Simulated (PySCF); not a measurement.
## What a change does: NMR shielding calculation on C$_{6}$H$_{13}$NSi

System: C$_{6}$H$_{13}$NSi, SMILES C=C(C)[C@H]1CN[SiH2]C1.
Method of run A: GIAO PBE0/pcSseg-1 NMR shielding, non-relativistic, gas phase (PySCF 2.14.0).

The geometry comes from this level: PBE0-D3(BJ)/def2-SVP. Text and figures count atoms from 1; the logs count them from 0 in places.

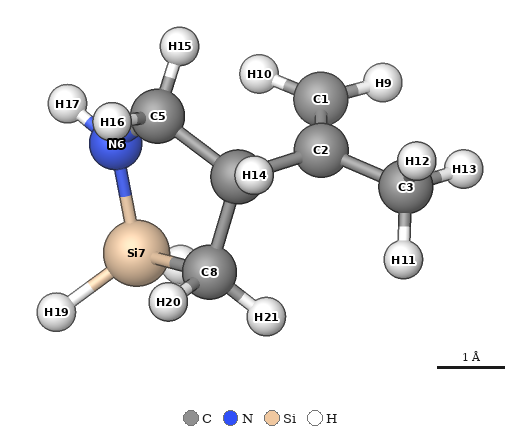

Fig. 1: The structure (ball-and-stick view, seen at a tilt; atoms are numbered from 1 in the order of the input). Bond lengths as drawn: C–C 1.34 to 1.55 Å, C–H 1.09 to 1.11 Å, C–N 1.45 Å, C–Si 1.89 Å, H–N 1.01 Å, H–Si 1.50 Å and N–Si 1.74 Å.

## The input, run A
```
{"job": {"kind": "nmr", "xc": "PBE0", "basis": "pcSseg-1"}, "charge": 0, "multiplicity": 1}
C     -1.343611    -0.334073     1.591136
C     -1.441254    -0.141834     0.270555
C     -2.653799    -0.571634    -0.502072
C     -0.351251     0.503458    -0.565330
C      0.633234     1.379033     0.224755
N      1.630323     0.504064     0.814524
Si     1.824537    -0.999597    -0.029784
C      0.483254    -0.579269    -1.294263
H     -2.152525    -0.815920     2.147380
H     -0.451278    -0.038113     2.147572
H     -2.384469    -1.247392    -1.330933
H     -3.151971     0.299499    -0.961165
H     -3.383480    -1.089247     0.135796
H     -0.854028     1.140698    -1.314122
H      0.087288     1.949272     0.996076
H      1.080890     2.122756    -0.466710
H      2.263386     0.918996     1.484045
H      1.570047    -2.210558     0.814216
H      3.171257    -1.197520    -0.662204
H      0.974288    -0.151791    -2.185130
H     -0.127377    -1.427710    -1.634809
```

The first line tells a small driver script what to run in PySCF; the rest is the geometry in Å.

Launched with:
```bash
OMP_NUM_THREADS=1 python <driver script> task.json out
```

Hardware: 1 CPU thread, shared host.

## Output (run A)
```
coarse grid: 17264 points
cycle   1  E = -580.0711751537  dE =  7.950e-01  |g| = 5.109e-01  |ddm| = 4.087e+00
cycle   2  E = -580.0382443371  dE =  3.293e-02  |g| = 6.421e-01  |ddm| = 1.122e+00
cycle   3  E = -580.1363397614  dE = -9.810e-02  |g| = 7.301e-02  |ddm| = 7.034e-01
cycle   4  E = -580.1373105287  dE = -9.708e-04  |g| = 3.095e-02  |ddm| = 1.014e-01
cycle   5  E = -580.1375316496  dE = -2.211e-04  |g| = 5.273e-03  |ddm| = 3.299e-02
cycle   6  E = -580.1375370181  dE = -5.368e-06  |g| = 1.846e-03  |ddm| = 7.043e-03
final grid: 160008 points
cycle   7  E = -580.1842604516  dE = -4.512e-05  |g| = 9.276e-03  |ddm| = 4.450e-02
cycle   8  E = -580.1842471769  dE =  1.327e-05  |g| = 1.185e-02  |ddm| = 2.068e-02
cycle   9  E = -580.1842826967  dE = -3.552e-05  |g| = 1.054e-03  |ddm| = 1.220e-02
cycle  10  E = -580.1842829292  dE = -2.325e-07  |g| = 3.357e-04  |ddm| = 1.214e-03
cycle  11  E = -580.1842829533  dE = -2.410e-08  |g| = 1.137e-04  |ddm| = 3.495e-04
cycle  12  E = -580.1842829562  dE = -2.907e-09  |g| = 3.889e-05  |ddm| = 1.338e-04
cycle  13  E = -580.1842829566  dE = -3.595e-10  |g| = 8.847e-06  |ddm| = 4.653e-05
converged SCF energy = -580.1842829566

GIAO shielding tensors (ppm)
atom      isotropic    diamagn.    paramagn.     s11        s22        s33       span
  0 C       65.973     254.939    -188.966    -41.372     87.821    151.470    192.842
  1 C       26.691     261.257    -234.566    -99.420     24.603    154.891    254.310
  2 C      158.774     245.056     -86.282    136.981    153.652    185.689     48.708
  3 C      139.939     247.639    -107.701    126.130    139.302    154.383     28.253
  4 C      131.052     245.511    -114.459    112.765    130.319    150.072     37.307
  5 N      244.273     323.647     -79.374    195.140    230.707    306.973    111.832
  6 Si     375.918     879.405    -503.488    335.156    355.547    437.050    101.894
  7 C      170.102     253.371     -83.269    156.997    161.324    191.984     34.987
  8 H       26.078      30.628      -4.550     23.405     24.862     29.968      6.563
  9 H       25.586      32.850      -7.264     22.036     23.793     30.930      8.894
 10 H       29.181      29.369      -0.188     24.417     29.548     33.578      9.160
 11 H       29.533      28.137       1.396     25.718     27.599     35.281      9.564
 12 H       29.550      28.572       0.978     25.491     27.987     35.172      9.682
 13 H       28.996      33.636      -4.639     25.169     27.260     34.561      9.392
 14 H       27.990      31.681      -3.691     24.615     26.279     33.077      8.462
 15 H       28.055      30.566      -2.511     22.321     26.534     35.309     12.988
 16 H       31.459      31.678      -0.218     22.024     28.166     44.187     22.163
 17 H       26.493      28.983      -2.490     23.148     24.232     32.099      8.952
 18 H       26.424      28.218      -1.795     23.002     23.727     32.542      9.540
 19 H       30.197      31.511      -1.314     25.413     26.861     38.317     12.903
 20 H       30.395      32.084      -1.689     25.102     29.641     36.441     11.339
```

Run B used a changed input.

## The two runs side by side

| quantity | run A | run B |
| --- | --- | --- |
| outcome | converged | converged |
| total energy (hartree) | −580.184283 | −580.115639 |
| HOMO (eV) | −6.38 | −5.05 |
| LUMO (eV) | 0.44 | −0.57 |
| dipole moment (D) | 0.97 | 0.99 |
| shielding of C2 (ppm) | 26.7 | 23.0 |
| shielding of C3 (ppm) | 158.8 | 153.6 |
| shielding of C4 (ppm) | 139.9 | 132.6 |
| shielding of C5 (ppm) | 131.1 | 123.8 |
| shielding of N6 (ppm) | 244.3 | 236.4 |
| shielding of Si7 (ppm) | 375.9 | 360.9 |
| shielding of C8 (ppm) | 170.1 | 164.1 |
| SCF iterations | 13 | 15 |
| basis functions | 208 | 208 |
| wall time (shared host) | 89 s | 2.4 min |

What was changed in the input?

The change (lines with − go, lines with + come):
```diff
-"xc": "PBE0"
+"xc": "PBE"
+"pop": false
```

The total energies belong to different methods, so their difference says nothing on which is more stable or more accurate. The HOMO goes from −6.38 to −5.05 eV. The LUMO goes from 0.44 to −0.57 eV. Of all shieldings, the largest change is that of Si7, by −15.0 ppm. The functional changes from PBE0 to PBE. Exact exchange removes part of the self-interaction error of semilocal functionals, which pushes filled and empty levels apart. The SCF takes 15 iterations against 13.

## Output (run B)
```
coarse grid: 17264 points
cycle   1  E = -579.9106384902  dE =  5.922e-01  |g| = 7.338e-01  |ddm| = 4.169e+00
cycle   2  E = -579.6237571458  dE =  2.869e-01  |g| = 1.287e+00  |ddm| = 2.270e+00
cycle   3  E = -580.0444779119  dE = -4.207e-01  |g| = 1.718e-01  |ddm| = 1.742e+00
cycle   4  E = -580.0508403753  dE = -6.362e-03  |g| = 6.015e-02  |ddm| = 2.461e-01
cycle   5  E = -580.0516098163  dE = -7.694e-04  |g| = 2.004e-02  |ddm| = 7.261e-02
cycle   6  E = -580.0516677873  dE = -5.797e-05  |g| = 1.390e-02  |ddm| = 2.915e-02
cycle   7  E = -580.0517182792  dE = -5.049e-05  |g| = 2.430e-03  |ddm| = 1.363e-02
cycle   8  E = -580.0517196266  dE = -1.347e-06  |g| = 5.930e-04  |ddm| = 2.910e-03
final grid: 160008 points
cycle   9  E = -580.1155762985  dE = -4.584e-05  |g| = 1.553e-02  |ddm| = 6.168e-02
cycle  10  E = -580.1154540008  dE =  1.223e-04  |g| = 2.675e-02  |ddm| = 4.277e-02
cycle  11  E = -580.1156352992  dE = -1.813e-04  |g| = 3.671e-03  |ddm| = 3.037e-02
cycle  12  E = -580.1156383889  dE = -3.090e-06  |g| = 9.523e-04  |ddm| = 3.987e-03
cycle  13  E = -580.1156385912  dE = -2.024e-07  |g| = 3.990e-04  |ddm| = 1.181e-03
cycle  14  E = -580.1156386313  dE = -4.008e-08  |g| = 5.424e-05  |ddm| = 4.341e-04
cycle  15  E = -580.1156386318  dE = -5.043e-10  |g| = 2.768e-05  |ddm| = 9.157e-05
converged SCF energy = -580.1156386318

GIAO shielding tensors (ppm)
atom      isotropic    diamagn.    paramagn.     s11        s22        s33       span
  0 C       64.028     254.673    -190.646    -36.559     82.297    146.345    182.904
  1 C       23.032     260.434    -237.402    -96.671     17.256    148.510    245.181
  2 C      153.631     245.816     -92.184    130.726    148.176    181.992     51.266
  3 C      132.556     248.574    -116.018    118.006    131.934    147.726     29.720
  4 C      123.837     246.654    -122.817    104.751    122.353    144.406     39.656
  5 N      236.408     322.173     -85.765    186.401    221.615    301.207    114.806
  6 Si     360.897     880.613    -519.717    316.968    339.240    426.482    109.514
  7 C      164.131     252.644     -88.513    149.863    155.193    187.338     37.475
  8 H       26.072      30.498      -4.426     23.500     25.082     29.635      6.135
  9 H       25.562      33.187      -7.625     22.122     23.814     30.750      8.627
 10 H       29.014      29.639      -0.625     24.429     29.423     33.190      8.761
 11 H       29.418      28.175       1.244     25.822     27.564     34.869      9.047
 12 H       29.519      28.545       0.974     25.767     28.045     34.743      8.976
 13 H       28.751      33.489      -4.739     25.161     27.173     33.918      8.757
 14 H       27.744      31.795      -4.051     24.558     26.146     32.528      7.969
 15 H       27.779      30.425      -2.646     22.088     26.397     34.852     12.764
 16 H       31.394      31.596      -0.202     22.149     28.559     43.474     21.325
 17 H       26.184      29.163      -2.980     22.830     23.992     31.730      8.900
 18 H       26.139      28.288      -2.149     22.707     23.554     32.156      9.448
 19 H       29.983      31.343      -1.360     25.306     26.922     37.722     12.416
 20 H       30.197      32.073      -1.876     25.149     29.630     35.812     10.663
```
